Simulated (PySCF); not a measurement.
```
atom   x (Å)   y (Å)    z (Å)
  Te  0.0000  0.0000  -0.1927
   N  0.0000  0.0000   1.7873
```

Core potentials replace the inner electrons of Te.

The calculation used PBE0/aug-cc-pVDZ(-PP), non-relativistic Hamiltonian with scalar-relativistic core potentials where named, at a bond length of 1.980 Å (PySCF 2.14.0).

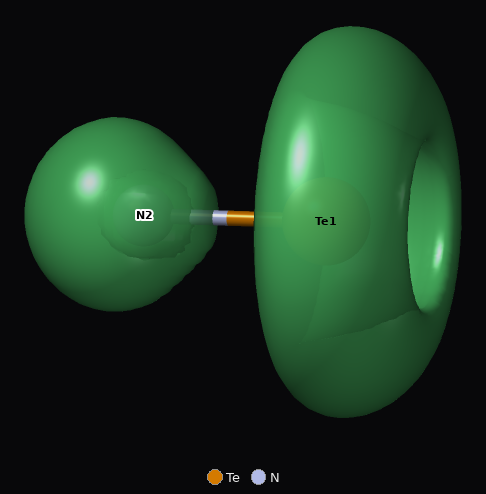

TeN (charge −1, triplet). Isosurface of the ELF at 0.75 (green), seen from one side. Only the valence region is drawn (cores and ρ < 0.01 e/Å³ removed).

> Describe the localisation domains.

The ELF exceeds this value in one ring or bowl of non-bonding electrons around Te and one lobe on N, pointing away from the bonds (non-bonding electrons). Along the contacts the grid gives the following. Te–N (1.98 Å): the ELF peaks at about 0.85 between the atoms (a shared but strongly polarised pair).
